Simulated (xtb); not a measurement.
Geometry relaxation, with input and output: C2H4CuO2S2 (charge −2) (part 1 of 3)

The run: geometry relaxation of C2H4CuO2S2, charge −2, multiplicity 2. Method and program: GFN2-xTB (xtb 6.7.1).

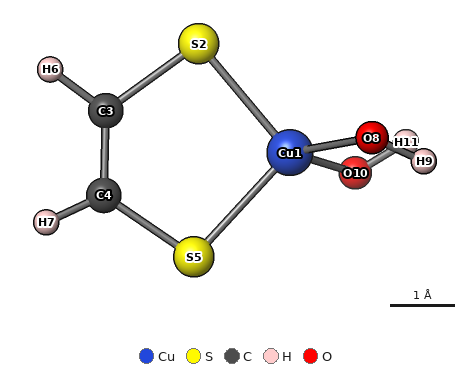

The starting structure (ball-and-stick view, seen on its broad side; atoms are numbered from 1 in the order of the input). Sticks mark near contacts.

Input (mol.xyz):
```
11
[Cu(edt)(OH)2]2-
Cu    -0.663320    -0.629560    -0.026750
S      0.722260     0.021340     1.601500
C      1.529990     1.284170     0.578880
C      1.309170     1.541540    -0.710900
S      0.062540     0.785960    -1.611330
H      2.192320     1.882430     1.223600
H      1.782360     2.366590    -1.100270
O     -2.430260    -0.525590     0.500930
H     -2.915670    -1.225900     0.096150
O     -0.521240    -2.407110    -0.624380
H     -1.199880    -2.816650    -0.084770
```

Run on 1 thread of Intel Xeon @ 2.50GHz (Skylake/Cascade Lake), 189 GiB of memory available, shared host.

Launch command:
```bash
xtb mol.xyz --gfn 2 --chrg -2 -u 1 -o normal > mol.out
```

What the program printed:
```
* xtb version 6.7.1
   ID    Z sym.   atoms
    1   29 Cu     1
    2   16 S      2, 5
    3    6 C      3, 4
    4    1 H      6, 7, 9, 11
    5    8 O      8, 10

           -------------------------------------------------
          |                Calculation Setup                |
           -------------------------------------------------

          program call               : xtb mol.xyz --gfn 2 --chrg -2 -u 1 -o normal
          coordinate file            : mol.xyz
          omp threads                :                     1

           -------------------------------------------------
          |                 G F N 2 - x T B                 |
           -------------------------------------------------

      * Hamiltonian:
        H0-scaling (s, p, d)           1.850000    2.230000    2.230000
        zeta-weighting                 0.500000
      * Dispersion:
        s8                             2.700000
        a1                             0.520000
        a2                             5.000000
        s9                             5.000000
      * Repulsion:
        kExp                           1.500000    1.000000
        rExp                           1.000000
      * Coulomb:
        alpha                          2.000000
        third order                    shell-resolved
        anisotropic                    true
        a3                             3.000000
        a5                             4.000000
        cn-shift                       1.200000
        cn-exp                         4.000000
        max-rad                        5.000000

          ...................................................
          :                      SETUP                      :
          :.................................................:
          :  # basis functions                  50          :
          :  # atomic orbitals                  47          :
          :  # shells                           21          :
          :  # electrons                        49          :
          :  max. iterations                   250          :
          :  Hamiltonian                  GFN2-xTB          :
          :  restarted?                      false          :
          :  GBSA solvation                  false          :
          :  PC potential                    false          :
          :  electronic temp.          300.0000000     K    :
          :  accuracy                    1.0000000          :
          :  -> integral cutoff          0.2500000E+02      :
          :  -> integral neglect         0.1000000E-07      :
          :  -> SCF convergence          0.1000000E-05 Eh   :
          :  -> wf. convergence          0.1000000E-03 e    :
          :  Broyden damping             0.4000000          :
          :  net charge                         -2          :
          :  unpaired electrons                  1          :
          ...................................................

 iter      E             dE          RMSdq      gap      omega  full diag
   1    -25.0268812 -0.250269E+02  0.779E+00    4.08       0.0  T
   2    -24.9240824  0.102799E+00  0.666E+00    0.03       1.0  T
   3    -25.2529105 -0.328828E+00  0.342E+00    3.35       1.0  T
   4    -25.3145717 -0.616612E-01  0.185E+00    2.42       1.0  T
   5    -25.3184955 -0.392380E-02  0.635E-01    2.46       1.0  T
   6    -25.3188596 -0.364056E-03  0.465E-01    2.34       1.0  T
   7    -25.3189191 -0.595181E-04  0.348E-01    2.28       1.0  T
   8    -25.3190406 -0.121527E-03  0.178E-01    2.25       1.0  T
   9    -25.3191751 -0.134430E-03  0.119E-01    2.28       1.0  T
  10    -25.3192409 -0.658450E-04  0.415E-02    2.33       1.0  T
  11    -25.3192434 -0.254864E-05  0.207E-02    2.34       1.5  T
  12    -25.3192440 -0.502841E-06  0.128E-02    2.33       2.3  T
  13    -25.3192442 -0.249448E-06  0.677E-03    2.34       4.5  T
  14    -25.3192442 -0.908905E-09  0.501E-03    2.34       6.0  T
  15    -25.3192443 -0.101667E-06  0.215E-03    2.34      14.1  T
  16    -25.3192443 -0.556794E-08  0.970E-04    2.34      31.1  T
  17    -25.3192443  0.102889E-08  0.745E-04    2.34      40.5  T

   *** convergence criteria satisfied after 17 iterations ***

         #    Occupation            Energy/Eh            Energy/eV
      -------------------------------------------------------------
         1        2.0000           -0.3896677             -10.6034
       ...           ...                  ...                  ...
        19        2.0000           -0.0681046              -1.8532
        20        2.0000           -0.0406331              -1.1057
        21        2.0000           -0.0390947              -1.0638
        22        2.0000           -0.0361894              -0.9848
        23        2.0000           -0.0267902              -0.7290
        24        1.9997           -0.0211323              -0.5750
        25        1.0003           -0.0057594              -0.1567 (HOMO)
        26                          0.0801316               2.1805 (LUMO)
        27                          0.1311667               3.5692
        28                          0.1517825               4.1302
        29                          0.2890919               7.8666
        30                          0.2939816               7.9996
       ...                                ...                  ...
        47                          1.0612110              28.8770
      -------------------------------------------------------------
                  HL-Gap            0.0858910 Eh            2.3372 eV
             Fermi-level            0.0118708 Eh            0.3230 eV

 SCC (total)                   0 d,  0 h,  0 min,  0.034 sec
 SCC setup                      ...        0 min,  0.000 sec (  0.492%)
 Dispersion                     ...        0 min,  0.000 sec (  0.308%)
 classical contributions        ...        0 min,  0.000 sec (  0.094%)
 integral evaluation            ...        0 min,  0.005 sec ( 13.568%)
 iterations                     ...        0 min,  0.020 sec ( 56.936%)
 molecular gradient             ...        0 min,  0.009 sec ( 27.464%)
 printout                       ...        0 min,  0.000 sec (  1.062%)

         :::::::::::::::::::::::::::::::::::::::::::::::::::::
         ::                     SUMMARY                     ::
         :::::::::::::::::::::::::::::::::::::::::::::::::::::
         :: total energy             -25.163029618339 Eh    ::
         :: gradient norm              0.089072542022 Eh/a0 ::
         :: HOMO-LUMO gap              2.337213076864 eV    ::
         ::.................................................::
         :: SCC energy               -25.319225570871 Eh    ::
         :: -> isotropic ES            0.469911390200 Eh    ::
         :: -> anisotropic ES         -0.027295337547 Eh    ::
         :: -> anisotropic XC         -0.004414235790 Eh    ::
         :: -> dispersion             -0.012312288119 Eh    ::
         :: repulsion energy           0.156195952531 Eh    ::
         :: add. restraining           0.000000000000 Eh    ::
         :: total charge              -2.000000000000 e     ::
         :::::::::::::::::::::::::::::::::::::::::::::::::::::

      -----------------------------------------------------------
     |                   =====================                   |
     |                        A N C O P T                        |
     |                   =====================                   |
     |               Approximate Normal Coordinate               |
     |                Rational Function Optimizer                |
      -----------------------------------------------------------
      -----------------------------------------------------------
     |                   =====================                   |
     |                        A N C O P T                        |
     |                   =====================                   |
     |               Approximate Normal Coordinate               |
     |                Rational Function Optimizer                |
      -----------------------------------------------------------

          ...................................................
          :                      SETUP                      :
          :.................................................:
          :   optimization level            normal          :
          :   max. optcycles                   200          :
          :   ANC micro-cycles                  20          :
          :   degrees of freedom                27          :
          :.................................................:
          :   RF solver                   davidson          :
          :   write xtbopt.log                true          :
          :   linear?                        false          :
          :   energy convergence         0.5000000E-05 Eh   :
          :   grad. convergence          0.1000000E-02 Eh/α :
          :   maxmium RF displ.          1.0000000          :
          :   Hlow (freq-cutoff)         0.1000000E-01      :
          :   Hmax (freq-cutoff)         5.0000000          :
          :   S6 in model hess.         20.0000000          :
          ...................................................

generating ANC from exact Hessian ...
Using Lindh-Hessian (1995)
 Shifting diagonal of input Hessian by    9.0895734208655196E-003
 Lowest  eigenvalues of input Hessian
    0.000000    0.000000    0.000000    0.000000    0.000000    0.000000
    0.010000    0.011081    0.012544    0.014536    0.014992    0.017808
    0.022672    0.024459    0.026179    0.036993    0.078004    0.090293
 Highest eigenvalues
    0.825186    1.056189    1.274546    1.353888    1.576003    1.899052

........................................................................
.............................. CYCLE    1 ..............................
........................................................................

 iter      E             dE          RMSdq      gap      omega  full diag
   1    -25.3192443 -0.253192E+02  0.341E-04    2.34       0.0  T
   2    -25.3192443 -0.478874E-09  0.237E-04    2.34     127.1  T
   3    -25.3192443 -0.289578E-09  0.137E-04    2.34     219.5  T
     SCC iter.                  ...        0 min,  0.004 sec
     gradient                   ...        0 min,  0.009 sec
 * total energy  :   -25.1630296 Eh     change       -0.3838121E-08 Eh
   gradient norm :     0.0890735 Eh/α   predicted     0.0000000E+00 (-100.00%)
   displ. norm   :     0.3400962 α      lambda       -0.1533554E-01
   maximum displ.:     0.2521201 α      in ANC's #10, #13, #22, ...

........................................................................
.............................. CYCLE    2 ..............................
........................................................................

 iter      E             dE          RMSdq      gap      omega  full diag
   1    -25.3143916 -0.253144E+02  0.582E-01    2.48       0.0  T
   2    -25.3144886 -0.970143E-04  0.403E-01    2.45       1.0  T
   3    -25.3144524  0.362764E-04  0.244E-01    2.49       1.0  T
   4    -25.3147769 -0.324513E-03  0.103E-01    2.47       1.0  T
   5    -25.3147935 -0.165912E-04  0.587E-02    2.46       1.0  T
   6    -25.3147978 -0.435318E-05  0.337E-02    2.47       1.0  T
   7    -25.3147983 -0.460328E-06  0.213E-02    2.46       1.4  T
   8    -25.3147987 -0.380802E-06  0.113E-02    2.47       2.7  T
   9    -25.3147989 -0.254992E-06  0.624E-03    2.47       4.8  T
  10    -25.3147990 -0.325949E-07  0.376E-03    2.47       8.0  T
  11    -25.3147990 -0.176571E-07  0.228E-03    2.47      13.2  T
  12    -25.3147990 -0.618193E-08  0.101E-03    2.47      29.9  T
  13    -25.3147990 -0.114671E-08  0.336E-04    2.47      89.6  T
  14    -25.3147990 -0.558629E-10  0.159E-04    2.47     190.1  T
     SCC iter.                  ...        0 min,  0.016 sec
     gradient                   ...        0 min,  0.009 sec
 * total energy  :   -25.1726067 Eh     change       -0.9577066E-02 Eh
   gradient norm :     0.0330266 Eh/α   predicted    -0.8554676E-02 ( -10.68%)
   displ. norm   :     0.2348980 α      lambda       -0.3793925E-02
   maximum displ.:     0.1244030 α      in ANC's #4, #6, #22, ...

........................................................................
.............................. CYCLE    3 ..............................
........................................................................

 iter      E             dE          RMSdq      gap      omega  full diag
   1    -25.3161865 -0.253162E+02  0.381E-01    2.60       0.0  T
   2    -25.3162582 -0.716202E-04  0.285E-01    2.51       1.0  T
   3    -25.3165148 -0.256660E-03  0.174E-01    2.57       1.0  T
   4    -25.3165727 -0.578998E-04  0.798E-02    2.56       1.0  T
   5    -25.3165730 -0.291197E-06  0.527E-02    2.55       1.0  T
   6    -25.3165794 -0.635531E-05  0.387E-02    2.56       1.0  T
   7    -25.3165811 -0.176543E-05  0.204E-02    2.56       1.5  T
   8    -25.3165814 -0.225474E-06  0.121E-02    2.56       2.5  T
   9    -25.3165815 -0.122269E-06  0.920E-03    2.56       3.3  T
  10    -25.3165816 -0.849790E-07  0.348E-03    2.56       8.7  T
  11    -25.3165816 -0.145270E-07  0.120E-03    2.56      25.2  T
  12    -25.3165816 -0.752618E-09  0.374E-04    2.56      80.7  T
  13    -25.3165816 -0.866862E-10  0.205E-04    2.56     147.2  T
     SCC iter.                  ...        0 min,  0.015 sec
     gradient                   ...        0 min,  0.008 sec
 * total energy  :   -25.1746363 Eh     change       -0.2029644E-02 Eh
   gradient norm :     0.0109412 Eh/α   predicted    -0.2001631E-02 (  -1.38%)
   displ. norm   :     0.0945000 α      lambda       -0.3957144E-03
   maximum displ.:     0.0455838 α      in ANC's #4, #5, #12, ...

........................................................................
.............................. CYCLE    4 ..............................
........................................................................
```
